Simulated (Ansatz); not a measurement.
# CH₆Ge: a changed input and its effect

System: CH₆Ge.
Method of run 1: RKS wB97X-V/def2-TZVPP (Ansatz 0.2.0).

The geometry comes from this level: PBE0-D4/def2-TZVP. Text and figures count atoms from 1; the logs count them from 0 in places.

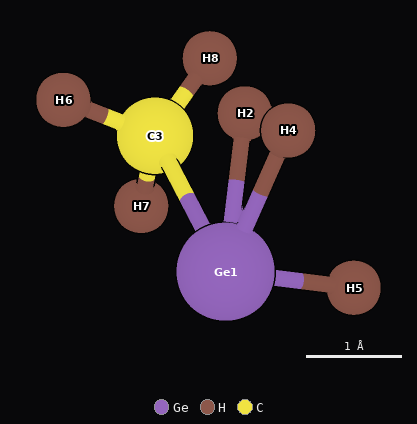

Fig. 1: The structure as given in the input (ball-and-stick view, seen at a tilt; atoms are numbered from 1 in the order of the input). Sticks mark near contacts. Bond lengths as drawn: C–Ge 2.22 Å, C–H 1.09 Å and Ge–H 1.59 to 1.72 Å.

**The input, run 1**
```yaml
crystal:
  periodic: [false, false, false]
  atoms:
    - {symbol: Ge, position_ang: [-1.283215, 0.738168, 0.232489]}
    - {symbol: H, position_ang: [-0.296387, -0.640709, 0.506154]}
    - {symbol: C, position_ang: [0.841318, 0.177581, -0.072291]}
    - {symbol: H, position_ang: [-1.225687, -0.820609, 0.960219]}
    - {symbol: H, position_ang: [-1.666097, -0.014061, -1.116989]}
    - {symbol: H, position_ang: [1.410697, 0.527749, 0.787044]}
    - {symbol: H, position_ang: [1.011811, 0.839998, -0.920649]}
    - {symbol: H, position_ang: [1.207560, -0.808117, -0.375977]}
basis:
  gaussian: {orbitals: def2-TZVPP}
hamiltonian: {xc: {name: wB97X-V}}
```

Launched with:
```bash
ansatz run in.yaml --threads 2 --pin off --events-out ev --progress --plain --max-ram 4352MiB
```

Hardware: 2 threads of Arm Neoverse V1, 23 GiB of memory available, shared host.

**Output (run 1)**
```
Functional definition: wB97X-V
  parameter omega = 0.3/bohr
  parameter cx = 0.167
  parameter cx1 = 0.603
  parameter cx2 = 1.194
  parameter css0 = 0.556
  parameter css1 = -0.257
  parameter cos0 = 1.219
  parameter cos1 = -1.850
  parameter b = 6.0
  parameter c = 0.01
  exchange = spin_sum(e_x_unif_sr(omega)*poly(b97_u_x, 1 - cx, cx1, cx2)) + cx*exact_x_sr(omega) + exact_x_lr(omega)
  correlation = spin_sum(e_c_pw_same_spin*poly(b97_u_same, css0, css1))
      + integral(e_c_pw_opposite_spin*poly(b97_u_opposite, cos0, cos1)) + vv10(b, c)
923 factors; their error is unknown
229 factors; integrals over basis functions are off by at most 9.6e-6 eV
mean field evaluation 1: about -57642.3778 eV, gradient 3.5e1 eV
mean field evaluation 2: about -57643.1103 eV, gradient 3.1e1 eV
mean field evaluation 4: about -57645.0445 eV, gradient 1.5e0 eV
mean field evaluation 8: about -57645.2257 eV, gradient 3.7e-1 eV
mean field evaluation 16: about -57645.2259 eV, gradient 1.6e-5 eV
mean field -57645.22592683 eV, -2118.4229794735 hartree, gradient 1.6e-5 eV, S^2 0.000000; 0 other end points of the search recorded, 0 dependent functions left out
reference -57645.22592517 eV, -2118.4229794123 hartree; 22, 22 occupied and 141, 141 virtual orbitals, 923 factors
Total energy: -57645.22592517 eV, -2118.4229794123 hartree
```

The input of run 2 differs as follows (lines with − go, lines with + come):
```diff
-    - {symbol: Ge, position_ang: [-1.283215, 0.738168, 0.232489]}
-    - {symbol: H, position_ang: [-0.296387, -0.640709, 0.506154]}
-    - {symbol: C, position_ang: [0.841318, 0.177581, -0.072291]}
-    - {symbol: H, position_ang: [-1.225687, -0.820609, 0.960219]}
-    - {symbol: H, position_ang: [-1.666097, -0.014061, -1.116989]}
-    - {symbol: H, position_ang: [1.410697, 0.527749, 0.787044]}
-    - {symbol: H, position_ang: [1.011811, 0.839998, -0.920649]}
-    - {symbol: H, position_ang: [1.207560, -0.808117, -0.375977]}
+    - {symbol: Ge, position_ang: [-0.996918, 0.759392, 0.107333]}
+    - {symbol: H, position_ang: [-1.133352, -1.276399, 0.690501]}
+    - {symbol: C, position_ang: [0.950913, 0.394878, -0.191244]}
+    - {symbol: H, position_ang: [-1.289815, -0.859376, 1.326186]}
+    - {symbol: H, position_ang: [-1.511979, -0.137076, -1.107975]}
+    - {symbol: H, position_ang: [1.540741, 0.640012, 0.693129]}
+    - {symbol: H, position_ang: [1.247877, 1.089861, -0.986116]}
+    - {symbol: H, position_ang: [1.192533, -0.611291, -0.531813]}
```

What does this change do to the results?

With the same method and basis, run 2 lies 20.6 kcal/mol lower.

**Output (run 2)**
```
Functional definition: wB97X-V
  parameter omega = 0.3/bohr
  parameter cx = 0.167
  parameter cx1 = 0.603
  parameter cx2 = 1.194
  parameter css0 = 0.556
  parameter css1 = -0.257
  parameter cos0 = 1.219
  parameter cos1 = -1.850
  parameter b = 6.0
  parameter c = 0.01
  exchange = spin_sum(e_x_unif_sr(omega)*poly(b97_u_x, 1 - cx, cx1, cx2)) + cx*exact_x_sr(omega) + exact_x_lr(omega)
  correlation = spin_sum(e_c_pw_same_spin*poly(b97_u_same, css0, css1))
      + integral(e_c_pw_opposite_spin*poly(b97_u_opposite, cos0, cos1)) + vv10(b, c)
923 factors; their error is unknown
229 factors; integrals over basis functions are off by at most 1.4e-5 eV
mean field evaluation 1: about -57642.6997 eV, gradient 3.8e1 eV
mean field evaluation 2: about -57643.8346 eV, gradient 3.2e1 eV
mean field evaluation 4: about -57645.9347 eV, gradient 1.7e0 eV
mean field evaluation 8: about -57645.9460 eV, gradient 6.8e-2 eV
mean field evaluation 16: about -57646.1173 eV, gradient 5.7e-5 eV
mean field -57646.11725725 eV, -2118.4557352622 hartree, gradient 5.7e-5 eV, S^2 0.000000; 0 other end points of the search recorded, 0 dependent functions left out
reference -57646.11725554 eV, -2118.4557351992 hartree; 22, 22 occupied and 141, 141 virtual orbitals, 923 factors
Total energy: -57646.11725554 eV, -2118.4557351992 hartree
```

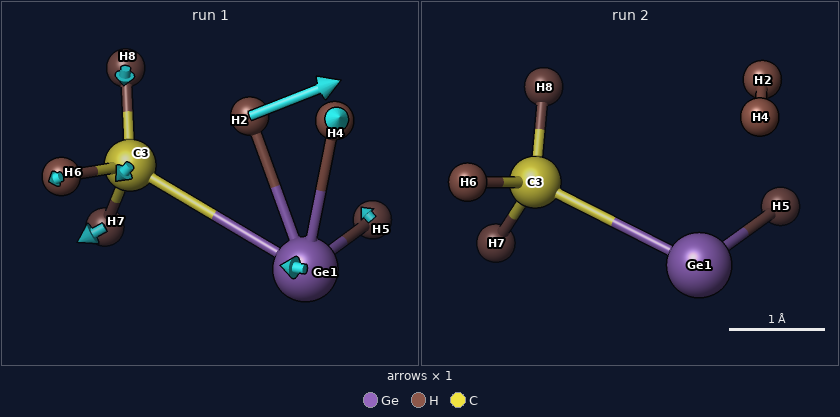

Fig. 2: The two input geometries at one scale (ball-and-stick view, seen at a tilt). The teal arrows on the first give the shifts of the atoms after the best rigid fit, at true length. The largest move after the best rigid fit is that of H2, 1.07 Å. By element the largest moves are H 1.07 Å, Ge 0.32 Å, C 0.26 Å. Among the contacts that change: Ge1–H2 1.718 → 2.122 Å, Ge1–H4 1.721 → 2.047 Å, H2–H4 1.050 → 0.776 Å, Ge1–C3 2.218 → 2.004 Å.

**The two runs side by side**

| quantity | run 1 | run 2 |
| --- | --- | --- |
| outcome | converged | converged |
| total energy (hartree) | −2118.422979 | −2118.455735 |
| basis functions | 163 | 163 |
| wall time (shared host) | 6.5 s | 6.5 s |
